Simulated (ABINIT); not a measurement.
# Quasiparticle gap of Ca2H6Os (Fm-3m) in ABINIT, part 2 of 3

Aim: the G0W0 gap of Ca2H6Os (Fm-3m) on PBEsol, step by step.

ABINIT 10.8.3; PBEsol and many-body steps on it, plane waves. Known limits of the many-body steps: not at the basis limit; no spin polarisation; d states lean on the start; no spin-orbit coupling; coarse k mesh.

So far. Step 2 (Ground state): The gap is indirect, with the least direct gap 0.007 eV higher.

## 3. Bands along the symmetry lines

Level of this step: DFT, PBEsol, plane waves, norm-conserving pseudopotentials (ABINIT).

Levels along a band path, at the cheap level, show where the edges lie and whether the meshes to come will hold them.

The input, run.abi:

```
acell 3*1.0 Angstrom
rprim 
  -0.000000000000 3.614821300000 3.614821300000
  3.614821300000 -0.000000000000 3.614821300000
  3.614821300000 3.614821300000 -0.000000000000
ntypat 3
znucl 20 1 76
natom 9
typat 1 1 2 2 2 2 2 2 3
xred 
  0.250000000000 0.250000000000 0.250000000000
  0.750000000000 0.750000000000 0.750000000000
  0.762819760000 0.237180240000 0.237180240000
  0.237180240000 0.762819760000 0.762819760000
  0.237180240000 0.762819760000 0.237180240000
  0.762819760000 0.237180240000 0.762819760000
  0.237180240000 0.237180240000 0.762819760000
  0.762819760000 0.762819760000 0.237180240000
  0.000000000000 0.000000000000 0.000000000000
pp_dirpath "pseudos"
pseudos "Ca.upf, H.upf, Os.upf"
ecut 33
iscf -2
irdden 1
kptopt 0
nkpt 26
kpt 
  0.00000000 0.00000000 0.00000000
  0.12500000 0.00000000 0.12500000
  0.25000000 0.00000000 0.25000000
  0.37500000 0.00000000 0.37500000
  0.50000000 0.00000000 0.50000000
  0.53125000 0.06250000 0.53125000
  0.56250000 0.12500000 0.56250000
  0.59375000 0.18750000 0.59375000
  0.62500000 0.25000000 0.62500000
  0.37500000 0.37500000 0.75000000
  0.28125000 0.28125000 0.56250000
  0.18750000 0.18750000 0.37500000
  0.09375000 0.09375000 0.18750000
  0.00000000 0.00000000 0.00000000
  0.12500000 0.12500000 0.12500000
  0.25000000 0.25000000 0.25000000
  0.37500000 0.37500000 0.37500000
  0.50000000 0.50000000 0.50000000
  0.50000000 0.43750000 0.56250000
  0.50000000 0.37500000 0.62500000
  0.50000000 0.31250000 0.68750000
  0.50000000 0.25000000 0.75000000
  0.50000000 0.18750000 0.68750000
  0.50000000 0.12500000 0.62500000
  0.50000000 0.06250000 0.56250000
  0.50000000 0.00000000 0.50000000
istwfk *1
nband 28
nbdbuf 2
tolwfr 1e-08
nstep 40
prtwf 0
prtvol 0
indata_prefix "in"
outdata_prefix "out"
tmpdata_prefix "tmp"
```

Started as:

```
> OMP_NUM_THREADS=1 mpirun -n 4 abinit run.abi > log
```

Numbers of over 12 decimals in the logs are rounded to 6 here.

Log:

```text
.Version 10.8.3 of ABINIT. v10.8.2 released Aug 2026.

 Symmetries : space group Fm -3 m (#225); Bravais cF (face-center cubic)
[... echo of the input left out ...]
== DATASET  1 ==================================================================
-   mpi_nproc: 4, omp_nthreads: 1 (-1 if OMP is not activated)

--- !DatasetInfo
iteration_state: {dtset: 1, }
dimensions: {natom: 9, nkpt: 26, mband: 28, nsppol: 1, nspinor: 1, nspden: 1, mpw: 5817, }
cutoff_energies: {ecut:  33.0, pawecutdg:  -1.0, }
electrons: {nelect:   4.20000000E+01, charge:   0.00000000E+00, occopt:   1.00000000E+00, tsmear:   1.00000000E-02, }

 Real(R)+Recip(G) space primitive vectors, cartesian coordinates (Bohr,Bohr^-1):
 R(1)=  0.0000000  6.8310223  6.8310223  G(1)= -0.0731955  0.0731955  0.0731955
 R(2)=  6.8310223  0.0000000  6.8310223  G(2)=  0.0731955 -0.0731955  0.0731955
 R(3)=  6.8310223  6.8310223  0.0000000  G(3)=  0.0731955  0.0731955 -0.0731955
 Unit cell volume ucvol=  6.3751014E+02 bohr^3
 Angles (23,13,12)=  6.00000000E+01  6.00000000E+01  6.00000000E+01 degrees

 getcut: wavevector=  0.0000  0.0000  0.0000  ngfft=  50  50  50
         ecut(hartree)=     33.000   => boxcut(ratio)=   2.00226

--- Pseudopotential description ------------------------------------------------
- Ca Generated using ONCVPSP code by D. R. Hamann
- 20.00000  10.00000  180301                  znucl, zion, pspdat
12 -116133 2 -1 1746                          pspcod,pspxc,lmax,lloc,mmax
     nproj     2     2     2     0
  pspatm : epsatm=   12.46101000
         --- l  ekb(1:nproj) -->
             0   10.054847    0.973777
             1    2.998958    0.458102
             2   -3.447298   -1.091650
 pspatm: atomic psp has been read  and splines computed

- H Generated using ONCVPSP code by D. R. Hamann
-  1.00000   1.00000  180301                  znucl, zion, pspdat
12 -116133 1 -1 1180                          pspcod,pspxc,lmax,lloc,mmax
     nproj     2     1     0     0
  pspatm : epsatm=    0.35585368
         --- l  ekb(1:nproj) -->
[...]
1   -0.494138
 pspatm: atomic psp has been read  and splines computed

- Os Generated using ONCVPSP code by D. R. Hamann
- 76.00000  16.00000  180301                  znucl, zion, pspdat
12 -116133 3 -1 1328                          pspcod,pspxc,lmax,lloc,mmax
     nproj     2     2     2     2
  pspatm : epsatm=   26.11825285
         --- l  ekb(1:nproj) -->
[...]
pspatm: atomic psp has been read  and splines computed

--------------------------------------------------------------------------------

================================================================================
 prteigrs : about to open file out_EIG
 Non-SCF case, kpt    1 (  0.00000  0.00000  0.00000), residuals and eigenvalues=
  4.56E-09  2.60E-09  3.27E-09  7.25E-09  3.86E-09  7.01E-09  2.04E-09  4.11E-09
[...]
Non-SCF case, kpt   26 (  0.50000  0.00000  0.50000), residuals and eigenvalues=
[...]
-2.8707E-02 -3.7975E-03  3.7258E-02  5.2629E-02  1.0370E-01  1.0370E-01
  1.3996E-01  1.6965E-01  1.6965E-01  2.6536E-01  3.0027E-01  3.4337E-01
[...]
--- !ResultsGS
iteration_state: {dtset: 1, }
comment   : Summary of ground state results
lattice_vectors:
- [ -0.0000000,   6.8310223,   6.8310223, ]
- [  6.8310223,  -0.0000000,   6.8310223, ]
- [  6.8310223,   6.8310223,  -0.0000000, ]
lattice_lengths: [   9.66052,    9.66052,    9.66052, ]
lattice_angles: [ 60.000,  60.000,  60.000, ] # degrees, (23, 13, 12)
lattice_volume:   6.3751014E+02
convergence: {deltae:  0.000E+00, res2:  0.000E+00, residm:  9.988E-09, diffor:  0.000E+00, }
etotal    :  -1.82108426E+02
entropy   :   0.00000000E+00
fermie    :   1.69893292E-01
cartesian_stress_tensor: null
pressure_GPa: null
xred      :
- [  2.5000E-01,   2.5000E-01,   2.5000E-01, Ca]
- [  7.5000E-01,   7.5000E-01,   7.5000E-01, Ca]
- [  7.6282E-01,   2.3718E-01,   2.3718E-01,  H]
- [  2.3718E-01,   7.6282E-01,   7.6282E-01,  H]
- [  2.3718E-01,   7.6282E-01,   2.3718E-01,  H]
- [  7.6282E-01,   2.3718E-01,   7.6282E-01,  H]
- [  2.3718E-01,   2.3718E-01,   7.6282E-01,  H]
- [  7.6282E-01,   7.6282E-01,   2.3718E-01,  H]
- [  0.0000E+00,   0.0000E+00,   0.0000E+00, Os]
cartesian_forces: null
force_length_stats: {min: null, max: null, mean: null, }

 Integrated electronic density in atomic spheres:
 ------------------------------------------------
 Atom  Sphere_radius  Integrated_density
[...]
================================================================================

 ----iterations are completed or convergence reached----

 Mean square residual over all n,k,spin=   58.897E-10; max=  99.880E-10
 reduced coordinates (array xred) for    9 atoms
[...]
0.762819760000      0.762819760000      0.237180240000
       0.000000000000      0.000000000000      0.000000000000

 cartesian coordinates (angstrom) at end:
[...]
length scales=  1.889726125908  1.889726125908  1.889726125908 bohr
              =  1.000000000000  1.000000000000  1.000000000000 angstroms
 prteigrs : about to open file out_EIG
 Eigenvalues (hartree) for nkpt=  26  k points:
 kpt#   1, nband= 28, wtk=  1.00000, kpt=  0.0000  0.0000  0.0000 (reduced coord)
[...]
kpt#   2, nband= 28, wtk=  1.00000, kpt=  0.1250  0.0000  0.1250 (reduced coord)
[...]
kpt#   3, nband= 28, wtk=  1.00000, kpt=  0.2500  0.0000  0.2500 (reduced coord)
[...]
kpt#  25, nband= 28, wtk=  1.00000, kpt=  0.5000  0.0625  0.5625 (reduced coord)
[...]
0.34266    0.35240    0.39608    0.39662
 kpt#  26, nband= 28, wtk=  1.00000, kpt=  0.5000  0.0000  0.5000 (reduced coord)
[...]
-0.57256   -0.56587   -0.56587   -0.56517   -0.02871   -0.00380    0.03726    0.05263
   0.10370    0.10370    0.13996    0.16965    0.16965    0.26536    0.30027    0.34337
   0.34403    0.34403    0.39895    0.39927

== END DATASET(S) ==============================================================
================================================================================

 -outvars: echo values of variables after computation  --------
            nband          28
             nkpt          26
          spgroup         225
 [... the other variables as echoed above ...]

 Calculation completed.
```

It took 34 s on 4 MPI ranks of Arm Neoverse V2, shared host; peak memory 0.37 GiB.

Numbers from this step:

```
gap                        : 2.596 eV
k of the valence top       : 0.5, 0.25, 0.75
k of the conduction bottom : 0.5, 0, 0.5
least direct gap           : 2.604 eV
```

The gap is 2.596 eV, −0.002 eV from the run before at this level.

The electronic bands at the labelled points (eV, zero at the top of the highest filled band):

```tsv
point	band 18	band 19	band 20	band 21	band 22	band 23	band 24	band 25
Γ	-2.09	-0.18	-0.18	-0.18	4.36	4.36	4.79	6.58
X	-1.80	-0.82	-0.01	-0.01	2.60	3.55	4.72	4.74
U	-1.51	-0.44	-0.07	-0.03	2.94	3.89	4.33	4.50
jump to K	-1.51	-0.44	-0.07	-0.03	2.94	3.89	4.33	4.50
Γ	-2.09	-0.18	-0.18	-0.18	4.36	4.36	4.79	6.58
L	-1.34	-0.38	-0.14	-0.14	4.04	4.31	4.31	4.75
W	-1.71	-0.22	-0.22	0.00	3.08	4.07	4.07	4.40
X	-1.80	-0.82	-0.01	-0.01	2.60	3.55	4.72	4.74
```

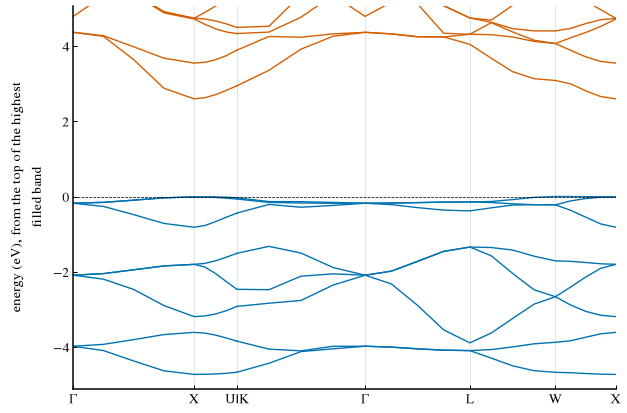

Electronic bands along the path; lines of filled and empty bands in two colours.

## 4. Empty states on the mesh, 2×2×2 mesh, 91 bands

The sums over transitions need many empty states on a uniform mesh; this step solves for them.

The input, run.abi:

```
acell 3*1.0 Angstrom
rprim 
  -0.000000000000 3.614821300000 3.614821300000
  3.614821300000 -0.000000000000 3.614821300000
  3.614821300000 3.614821300000 -0.000000000000
ntypat 3
znucl 20 1 76
natom 9
typat 1 1 2 2 2 2 2 2 3
xred 
  0.250000000000 0.250000000000 0.250000000000
  0.750000000000 0.750000000000 0.750000000000
  0.762819760000 0.237180240000 0.237180240000
  0.237180240000 0.762819760000 0.762819760000
  0.237180240000 0.762819760000 0.237180240000
  0.762819760000 0.237180240000 0.762819760000
  0.237180240000 0.237180240000 0.762819760000
  0.762819760000 0.762819760000 0.237180240000
  0.000000000000 0.000000000000 0.000000000000
pp_dirpath "pseudos"
pseudos "Ca.upf, H.upf, Os.upf"
ecut 33
ngkpt 2 2 2
nshiftk 1
shiftk 0 0 0
kptopt 1
chksymbreak 0
iscf -2
irdden 1
istwfk *1
nband 91
nbdbuf 8
tolwfr 1e-09
nstep 60
prtvol 0
indata_prefix "in"
outdata_prefix "out"
tmpdata_prefix "tmp"
```

Log:

```text
.Version 10.8.3 of ABINIT. v10.8.2 released Aug 2026.

 Symmetries : space group Fm -3 m (#225); Bravais cF (face-center cubic)
[... echo of the input left out ...]
== DATASET  1 ==================================================================
-   mpi_nproc: 4, omp_nthreads: 1 (-1 if OMP is not activated)
-    --> not optimal distribution: autoparal keyword recommended in input file <--

--- !DatasetInfo
iteration_state: {dtset: 1, }
dimensions: {natom: 9, nkpt: 3, mband: 91, nsppol: 1, nspinor: 1, nspden: 1, mpw: 5817, }
cutoff_energies: {ecut:  33.0, pawecutdg:  -1.0, }
electrons: {nelect:   4.20000000E+01, charge:   0.00000000E+00, occopt:   1.00000000E+00, tsmear:   1.00000000E-02, }

 Real(R)+Recip(G) space primitive vectors, cartesian coordinates (Bohr,Bohr^-1):
 R(1)=  0.0000000  6.8310223  6.8310223  G(1)= -0.0731955  0.0731955  0.0731955
 R(2)=  6.8310223  0.0000000  6.8310223  G(2)=  0.0731955 -0.0731955  0.0731955
 R(3)=  6.8310223  6.8310223  0.0000000  G(3)=  0.0731955  0.0731955 -0.0731955
 Unit cell volume ucvol=  6.3751014E+02 bohr^3
 Angles (23,13,12)=  6.00000000E+01  6.00000000E+01  6.00000000E+01 degrees

 getcut: wavevector=  0.0000  0.0000  0.0000  ngfft=  50  50  50
         ecut(hartree)=     33.000   => boxcut(ratio)=   2.00226

--- Pseudopotential description ------------------------------------------------
- Ca Generated using ONCVPSP code by D. R. Hamann
- 20.00000  10.00000  180301                  znucl, zion, pspdat
12 -116133 2 -1 1746                          pspcod,pspxc,lmax,lloc,mmax
     nproj     2     2     2     0
  pspatm : epsatm=   12.46101000
         --- l  ekb(1:nproj) -->
             0   10.054847    0.973777
             1    2.998958    0.458102
             2   -3.447298   -1.091650
 pspatm: atomic psp has been read  and splines computed

- H Generated using ONCVPSP code by D. R. Hamann
-  1.00000   1.00000  180301                  znucl, zion, pspdat
12 -116133 1 -1 1180                          pspcod,pspxc,lmax,lloc,mmax
     nproj     2     1     0     0
  pspatm : epsatm=    0.35585368
         --- l  ekb(1:nproj) -->
[...]
1   -0.494138
 pspatm: atomic psp has been read  and splines computed

- Os Generated using ONCVPSP code by D. R. Hamann
- 76.00000  16.00000  180301                  znucl, zion, pspdat
12 -116133 3 -1 1328                          pspcod,pspxc,lmax,lloc,mmax
     nproj     2     2     2     2
  pspatm : epsatm=   26.11825285
         --- l  ekb(1:nproj) -->
[...]
pspatm: atomic psp has been read  and splines computed

--------------------------------------------------------------------------------

================================================================================
 prteigrs : about to open file out_EIG
 Non-SCF case, kpt    1 (  0.00000  0.00000  0.00000), residuals and eigenvalues=
[...]
1.04E-10  3.40E-10  1.43E-10  3.24E-10  7.64E-10  2.96E-10  6.76E-10  1.30E-10
[...]
-2.9098E+00 -1.4187E+00 -1.4187E+00 -1.4187E+00 -1.2638E+00 -1.2622E+00
 -5.7168E-01 -5.7168E-01 -5.7168E-01 -5.6639E-01 -5.6639E-01 -5.6639E-01
 -8.9993E-02  2.3717E-02  2.3717E-02  9.3110E-02  9.3110E-02  9.3110E-02
[...]
1.3943E+00  1.4019E+00  1.4019E+00  1.4555E+00  1.4555E+00  1.4555E+00
  1.5345E+00  1.5739E+00  1.5739E+00  1.5739E+00  1.5796E+00  1.6574E+00
  1.6594E+00
 prteigrs : prtvol=0 or 1, do not print more k-points.

--- !ResultsGS
iteration_state: {dtset: 1, }
comment   : Summary of ground state results
lattice_vectors:
- [ -0.0000000,   6.8310223,   6.8310223, ]
- [  6.8310223,  -0.0000000,   6.8310223, ]
- [  6.8310223,   6.8310223,  -0.0000000, ]
lattice_lengths: [   9.66052,    9.66052,    9.66052, ]
lattice_angles: [ 60.000,  60.000,  60.000, ] # degrees, (23, 13, 12)
lattice_volume:   6.3751014E+02
convergence: {deltae:  0.000E+00, res2:  0.000E+00, residm:  9.976E-10, diffor:  0.000E+00, }
etotal    :  -1.82108426E+02
entropy   :   0.00000000E+00
fermie    :   1.69893292E-01
cartesian_stress_tensor: null
pressure_GPa: null
xred      :
- [  2.5000E-01,   2.5000E-01,   2.5000E-01, Ca]
- [  7.5000E-01,   7.5000E-01,   7.5000E-01, Ca]
- [  7.6282E-01,   2.3718E-01,   2.3718E-01,  H]
- [  2.3718E-01,   7.6282E-01,   7.6282E-01,  H]
- [  2.3718E-01,   7.6282E-01,   2.3718E-01,  H]
- [  7.6282E-01,   2.3718E-01,   7.6282E-01,  H]
- [  2.3718E-01,   2.3718E-01,   7.6282E-01,  H]
- [  7.6282E-01,   7.6282E-01,   2.3718E-01,  H]
- [  0.0000E+00,   0.0000E+00,   0.0000E+00, Os]
cartesian_forces: null
force_length_stats: {min: null, max: null, mean: null, }

 Integrated electronic density in atomic spheres:
 ------------------------------------------------
 Atom  Sphere_radius  Integrated_density
[...]
================================================================================

 ----iterations are completed or convergence reached----

 Mean square residual over all n,k,spin=   45.114E-11; max=  99.763E-11
 reduced coordinates (array xred) for    9 atoms
[...]
0.000000000000      0.000000000000      0.000000000000

 cartesian coordinates (angstrom) at end:
    1      1.807411     1.807411     1.807411
    2      5.422232     5.422232     5.422232
    3      1.714728     3.614821     3.614821
[...]
8      3.614821     3.614821     5.514914
    9      0.000000     0.000000     0.000000
 length scales=  1.889726125908  1.889726125908  1.889726125908 bohr
              =  1.000000000000  1.000000000000  1.000000000000 angstroms
 prteigrs : about to open file out_EIG
 Eigenvalues (hartree) for nkpt=   3  k points:
 kpt#   1, nband= 91, wtk=  0.12500, kpt=  0.0000  0.0000  0.0000 (reduced coord)
[...]
1.31660    1.34500    1.34500    1.34500    1.39434    1.39434    1.39434    1.40188
   1.40188    1.45546    1.45546    1.45546    1.53447    1.57389    1.57389    1.57389
   1.57958    1.65739    1.65937
 prteigrs : prtvol=0 or 1, do not print more k-points.

== END DATASET(S) ==============================================================
================================================================================

 -outvars: echo values of variables after computation  --------
            nband          91
             nkpt           3
          spgroup         225
 [... the other variables as echoed above ...]

 Calculation completed.
```

It took 14 s on 4 MPI ranks; peak memory 0.34 GiB.

Numbers from this step:

* gap: 2.604 eV
* k of the valence top: 0.5, 0.5, 0
* k of the conduction bottom: 0.5, 0.5, 0
* least direct gap: 2.604 eV
* k points computed: 3
* lowest point of the top converged band, above the valence top: 34.99 eV

On this mesh the gap is 2.604 eV.

## 5. Screening, 2×2×2 mesh, 83 bands, screening to 106.1 eV

The RPA dielectric matrix is built and inverted for each q.

This step: RPA screening on PBEsol, plane waves, norm-conserving pseudopotentials.

Changes to run.abi since step 4:

```diff
@@ -27,10 +27,11 @@
 chksymbreak 0
-iscf -2
-irdden 1
 istwfk *1
-nband 91
-nbdbuf 8
-tolwfr 1e-09
-nstep 60
-prtvol 0
+occopt 1
+irdwfk 1
+optdriver 3
+nband 83
+ecuteps 3.9
+inclvkb 2
+awtr 1
+symchi 1
 indata_prefix "in"
```

Log:

```text
.Version 10.8.3 of ABINIT. v10.8.2 released Aug 2026.

 Symmetries : space group Fm -3 m (#225); Bravais cF (face-center cubic)
[... echo of the input left out ...]
== DATASET  1 ==================================================================
-   mpi_nproc: 4, omp_nthreads: 1 (-1 if OMP is not activated)

--- !DatasetInfo
iteration_state: {dtset: 1, }
dimensions: {natom: 9, nkpt: 3, mband: 83, nsppol: 1, nspinor: 1, nspden: 1, mpw: 5817, }
cutoff_energies: {ecut:  33.0, pawecutdg:  -1.0, }
electrons: {nelect:   4.20000000E+01, charge:   0.00000000E+00, occopt:   1.00000000E+00, tsmear:   1.00000000E-02, }

 SCREENING: Calculation of the susceptibility and dielectric matrices

 Based on a program developped by R.W. Godby, V. Olevano, G. Onida, and L. Reining.
 Incorporated in ABINIT by V. Olevano, G.-M. Rignanese, and M. Torrent.
.Using double precision arithmetic ; gwpc =  8

[... cell and pseudopotentials left out ...]
--------------------------------------------------------------------------------

 ==== K-mesh for the wavefunctions ====
 Number of points in the irreducible wedge :     3
[... list of points left out ...]
 Together with 48 symmetry operations and time-reversal symmetry
 yields     8 points in the full Brillouin Zone.

 ==== Q-mesh for the screening function ====
 Number of points in the irreducible wedge :     3
[... list of points left out ...]
 Together with 48 symmetry operations and time-reversal symmetry
 yields     8 points in the full Brillouin Zone.

 setmesh: FFT mesh size selected  =    36x   36x   36
          total number of points  =        46656

 vcoul_init : cutoff-mode = AUXILIARY_FUNCTION
 q-points for optical limit:   1
     1)      0.000010    0.000020    0.000030

- screening: taking advantage of time-reversal symmetry
- Maximum band index for partially occupied states nbvw = 21
- Remaining bands to be divided among processors   nbcw = 62
- Number of bands treated by each node ~15

 Number of electrons calculated from density =   42.0000; Expected =   42.0000
 average of density, n =  0.065881
 r_s =    1.5360
 omega_plasma =   24.7592 [eV]

 calculating chi0 at frequencies [eV] :
  1    0.000000E+00    0.000000E+00
  2    0.000000E+00    2.475921E+01

--------------------------------------------------------------------------------
  q-point number  1        q = ( 0.000000, 0.000000, 0.000000) [r.l.u.]
--------------------------------------------------------------------------------
[... chi0 elements left out ...]
 For q-point:  0.000010 0.000020 0.000030
  dielectric constant =   4.7279
  dielectric constant without local fields =   5.7224

  Average fulfillment of the sum rule on Im[epsilon] for q-point    1 :     53.43  [%]
[... wings left out ...]
  q-point number  2        q = ( 0.500000, 0.000000, 0.000000) [r.l.u.]
--------------------------------------------------------------------------------
[... chi0 elements left out ...]
  Average fulfillment of the sum rule on Im[epsilon] for q-point    2 :     61.84  [%]

 [... 1 further q-points ...]
```

Wall time 8.7 s (4 MPI ranks); peak memory 1.1 GiB; 34 s of CPU time.

This step gave:

| Property | Result |
| --- | --- |
| ε∞ with local fields, on this mesh, along the program's q direction | 4.728 |
| the same without local fields | 5.722 |
| plasma frequency | 24.76 eV |
| plane waves in the screening matrix | 259 |

Local fields lower ε∞ by 17 %. On a Γ-centred mesh this coarse the value itself is usually too large, while a short band sum pulls it down.

(Continued in part 3 of 3.)

[Paths, hosts, dates, memory and timing lines, banners, echoed tables and standing remarks are left out of the program output.]

[Logs are printed without paths, hosts, clocks, repeated set-up lines and the standing remarks that a program may print on its own settings, such as how far it seeks lower states.]

[Runs of the session that timed out or met a known fault of the program may be left out.]

[Hosts, paths, dates, database ids (printed as entryN), source tags and the programs' standing remarks are cut or masked in the printed files.]

[G0W0 gaps are taken among the corrected bands and points alone; a level outside them can change the order at an edge.]

[Where Ansatz stands beside ABINIT at settings called matched, ABINIT's density can come from a denser mesh and the files from another edition; pairs whose starting gaps differed by over 0.03 eV were left out, so agreement reads better than it is.]
